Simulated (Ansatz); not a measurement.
InI (indium iodide (ini)): the energy, rung by rung

The species is InI (2 atoms), meant as a singlet with charge 0. SMILES: `[In][I]`. The shape comes from GFN2-xTB, which is rough for such elements, and wasn't checked as a minimum.

```xyz
2

In    0.0000    0.0000    0.0000
I     0.0000    0.0000    2.7892
```

Quantity: the energy change with the In1–I2 bond stretched from 2.789 to 4.184 Å, in eV. The values are calculated.

```tsv
level	kind	program	value (eV)	less CCSDT/STO-3G	CPU time (all runs)
SVWN5/STO-3G (restricted)	LDA	Ansatz	3.44	-0.02	4 s
BLYP/STO-3G (restricted)	GGA	Ansatz	3.06	-0.40	5.9 s
revPBE/STO-3G (restricted)	GGA	Ansatz	3.10	-0.36	6 s
B3LYP/STO-3G (restricted)	global hybrid	Ansatz	3.27	-0.19	6.7 s
HSE06/STO-3G (restricted)	range-separated hybrid	Ansatz	3.39	-0.07	7.4 s
B2PLYP/STO-3G (restricted)	double hybrid	Ansatz	3.36	-0.10	9 s
RPA@PBE/STO-3G (restricted)	RPA	Ansatz	2.89	-0.57	9.3 s
MP2/STO-3G (restricted)	perturbation theory	Ansatz	3.52	+0.06	2.9 s
BCCD(T)/STO-3G (restricted)	coupled cluster or CI	Ansatz	3.46	0.00	3.4 s
CCSDT/STO-3G (restricted)	coupled cluster or CI	Ansatz	3.46	0.00	4.5 s
```

CCSDT/STO-3G (restricted) is the highest level here, not the true value. Its T1 diagnostic reaches 0.021, a sign that one reference may not serve. All-electron rows without a relativistic Hamiltonian named are non-relativistic. The first shape isn't each level's own minimum. The values span 2.89 to 3.52 eV. All rows use very small basis sets, so none should be taken for the real molecule's value. In the correlated wave-function rows the outer d shell of I, In is correlated, in sets not made for it. In so small a basis fixed costs decide the times, and correlated methods can beat functionals. CPU times are rough (shared hosts, several kinds of processor and program).

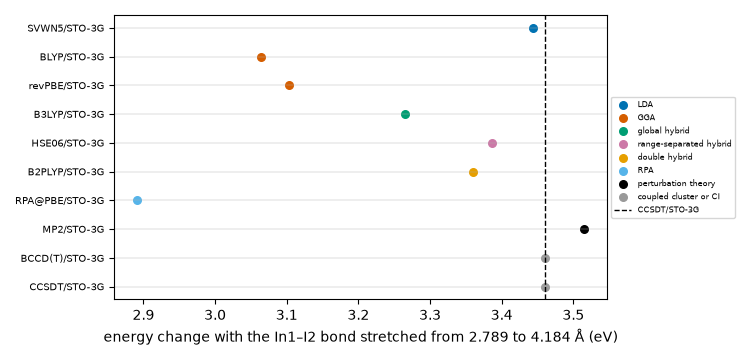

The values of the table, level by level.
